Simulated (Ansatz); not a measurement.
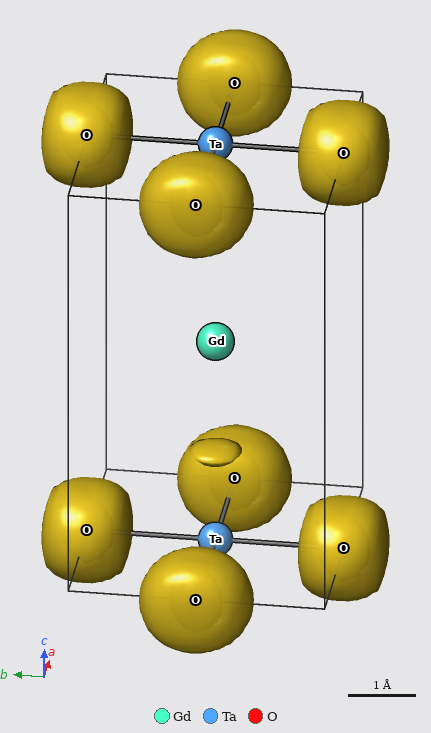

*GdTaO₂. Isosurface of the electron localisation function at 0.75 (yellow), seen at an oblique angle. Only the valence region is drawn (cores and ρ < 0.01 e/Å³ removed). Sticks mark near contacts.*

Space group P4/mmm; a structure generated by program, which may or may not match a known phase; spin-polarised.

These are results of Ansatz 0.2.0, DFT PBE, scalar-relativistic, plane waves, PAW, not measurements.

Core electrons are frozen (PAW), and the valence fields are smoothed inside the atomic spheres.

### Identify the bonds, lone pairs and shells in this picture.

The surface consists of two lobes of the valence shell of Ta pointing towards Gd (polar bonds) and two regions wrapped around O (the valence shell of each), counted in one cell of 4 atoms. Any copies at cell faces, edges or corners count once. Profiles from the grid: Ta–O (1.94 Å): the ELF peaks at about 0.85 in the valence shell of O, 0.6 Å from its nucleus, and drops to about 0.20 between the two atoms; no shared electron pair shows on this line. Gd–Ta (3.37 Å): the ELF peaks at about 0.80 between the atoms.
